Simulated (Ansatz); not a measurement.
Band structure of LiCd3 (P6_3/mmc, 8 atoms in the cell).

```yaml
crystal:
  lattice:
    - [6.05392, 0.00000, 0.00000]
    - [-3.02696, 5.24285, 0.00000]
    - [0.00000, 0.00000, 4.80463]
  atoms:
    - { symbol: Li, position: [0.66667, 0.33333, 0.25000] }
    - { symbol: Li, position: [0.33333, 0.66667, 0.75000] }
    - { symbol: Cd, position: [0.83012, 0.16988, 0.75000] }
    - { symbol: Cd, position: [0.16988, 0.83012, 0.25000] }
    - { symbol: Cd, position: [0.66024, 0.83012, 0.25000] }
    - { symbol: Cd, position: [0.33976, 0.16988, 0.75000] }
    - { symbol: Cd, position: [0.83012, 0.66024, 0.75000] }
    - { symbol: Cd, position: [0.16988, 0.33976, 0.25000] }
```

Level of theory: LDA (PW92), PAW files made with PBE (plane waves; Ansatz, a quantum-chemistry and plane-wave program).

Settings: basis.ecutwfc = 420 eV; kpoints.mp_grid.grid = 5 5 5; hamiltonian.xc = lda; hamiltonian.pseudopotentials = {kind: paw} (an earlier, softer set of the program's PAW files); scf.occupations.method = gaussian; scf.occupations.width = 0.1 eV; kpoints.band_path.npoints = 8.

The starting cell comes from a database of computed structures (which also holds hypothetical and non-ambient phases and stackings), without a prior relaxation at this level. Its lattice was rescaled by a random factor within 2.5 % of one.

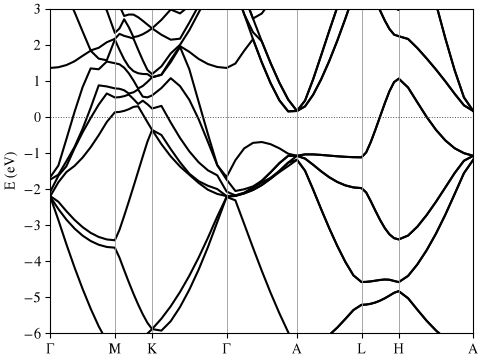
Bands along the path, energies from the Fermi level.

Levels in eV from the Fermi level, bands 61 to 68:
| point | 61 | 62 | 63 | 64 | 65 | 66 | 67 | 68 |
|---|---|---|---|---|---|---|---|---|
| Γ | -2.20 | -2.07 | -1.74 | -1.67 | 1.35 | 3.91 | 3.91 | 4.19 |
| M | 0.12 | 0.53 | 0.79 | 1.48 | 2.14 | 2.16 | 2.32 | 3.22 |
| K | -0.37 | 0.23 | 0.59 | 1.09 | 1.09 | 1.18 | 2.45 | 2.45 |
| A | -1.08 | -1.08 | -1.08 | -1.08 | 0.16 | 0.16 | 0.16 | 0.16 |
| L | -1.98 | -1.98 | -1.12 | -1.12 | 3.86 | 3.86 | 4.37 | 4.37 |
| H | -3.40 | -3.40 | 1.06 | 1.06 | 2.23 | 2.23 | 2.96 | 2.96 |

Bands cross the Fermi level along this path, so the cell is metallic at this level.

Keys are those of Ansatz 0.2.
